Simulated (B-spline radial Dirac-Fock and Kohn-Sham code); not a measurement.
Neutral arsenic in the configuration [Ar] 3d10 4s2 4p3. Computed with a B-spline radial code: the spherical Dirac–Fock density (average of configuration).

What should this plot look like? The X-ray form factor f against Q.

f starts at 33, the number of electrons, falls to half near Q = 6.53 Å⁻¹, and is 17.0 at Q = 6.28 Å⁻¹ and 8.40 at Q = 12.6 Å⁻¹. The initial fall is set by Σ⟨r²⟩ = 41.6 bohr².

Here it is:

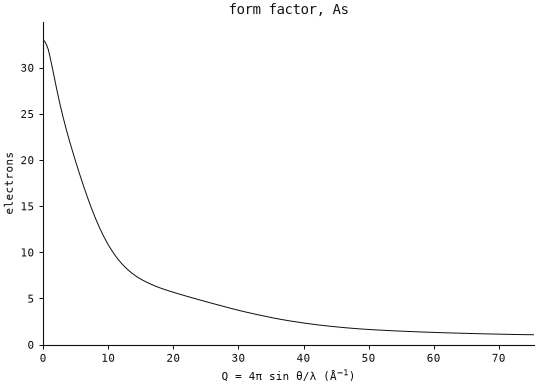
